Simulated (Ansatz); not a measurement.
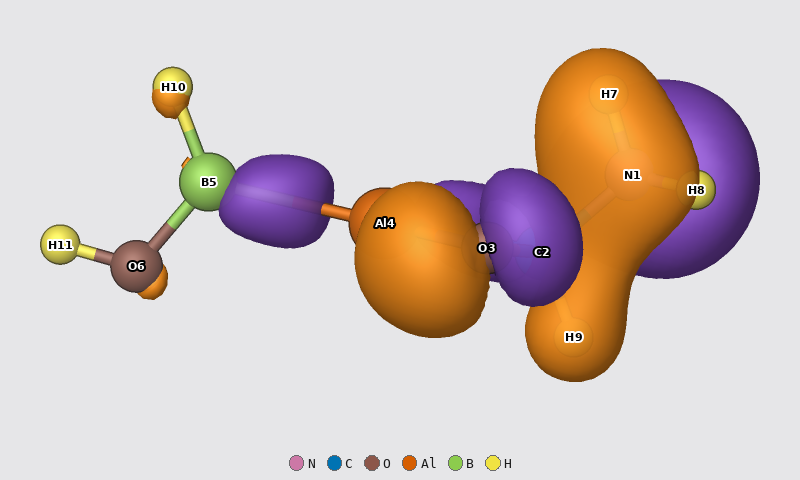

CH5AlBNO2. The HOMO−1 at ±0.08 Å⁻³ᐟ² (orange and purple are the two phases), seen across its widest extent.

These are results of RHF/def2-SVP (Ansatz), not measurements.

Input file:

```
crystal:
  periodic: [false, false, false]
  atoms:
    - { symbol: "N", position_ang: [-0.2156, -2.2677, -0.8208] }
    - { symbol: C, position_ang: [0.2958, -1.2881, 0.1356] }
    - { symbol: O, position_ang: [1.5905, -0.9386, -0.2002] }
    - { symbol: Al, position_ang: [0.5865, 0.5457, -0.4699] }
    - { symbol: B, position_ang: [-0.2427, 2.3735, 0.0488] }
    - { symbol: O, position_ang: [-0.4801, 2.711, 1.4712] }
    - { symbol: H, position_ang: [0.1923, -2.0728, -1.7716] }
    - { symbol: H, position_ang: [0.0487, -3.168, -0.537] }
    - { symbol: H, position_ang: [0.1892, -1.549, 1.247] }
    - { symbol: H, position_ang: [-0.4754, 3.1866, -0.743] }
    - { symbol: H, position_ang: [-1.4238, 2.4105, 1.6606] }
basis:
  gaussian: { orbitals: def2-SVP }
hamiltonian:
  xc: hf
relax:
  f_tol: 0.015
  max_steps: 40
output:
  orbitals: {}
```

Launched as:

```sh
ansatz run input.yaml --threads 2 --pin off --max-ram 3072MiB --backend cpu --events-out ev --progress --plain --runs-dir out
```

The fields are those of the relaxed geometry.

> Where does this orbital lie, and at what energy?

By Hirshfeld shares it lies mainly on N1 (about 55 %), O3 (about 20 %) and C2 (about 10 %); largely a combination of lone pairs on N1 and O3. Its energy is −10.44 eV.
